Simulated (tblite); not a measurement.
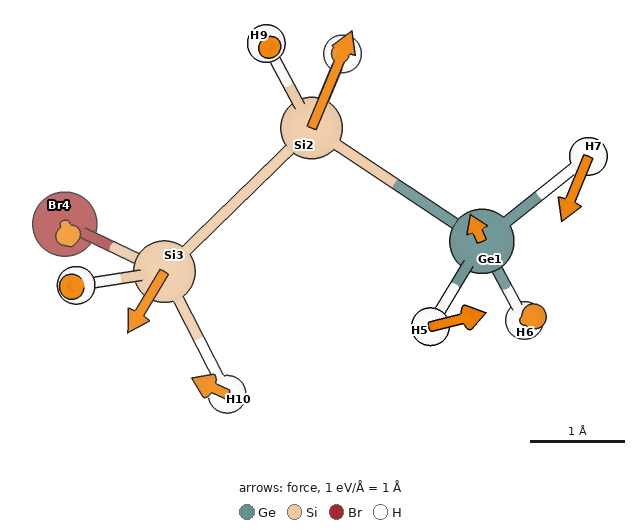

Starting geometry of GeSi₂H₇Br with the computed forces as orange arrows. The picture is a ball-and-stick view, seen at a tilt.

Level of theory: GFN2-xTB geometry optimisation, gas phase (tblite 0.8.0). 

> What follows when this structure is relaxed?

It isn't relaxed: the largest force vector, on a Si atom, is 1.15 eV/Å. The final displacements follow the starting forces only in part (cosine between the two patterns 0.39). The energy falls by 7.42 kcal/mol in 50 geometry steps. The largest move after the best rigid fit is that of an H atom, 0.43 Å. Largest moves by element: H 0.43 Å, Br 0.17 Å, Si 0.12 Å, Ge 0.12 Å. Near-neighbour distances that change, for instance: Si–Si 2.251 → 2.322 Å, Ge–H 1.545 → 1.496 Å, H–Si 1.483 → 1.462 Å, Ge–Si 2.313 → 2.334 Å. Among the angles between lasting bonds that change: Br–Si–H 111.4° → 102.3°, Si–Ge–H 106.0° → 115.1°, Si–Ge–H 105.0° → 113.6°.
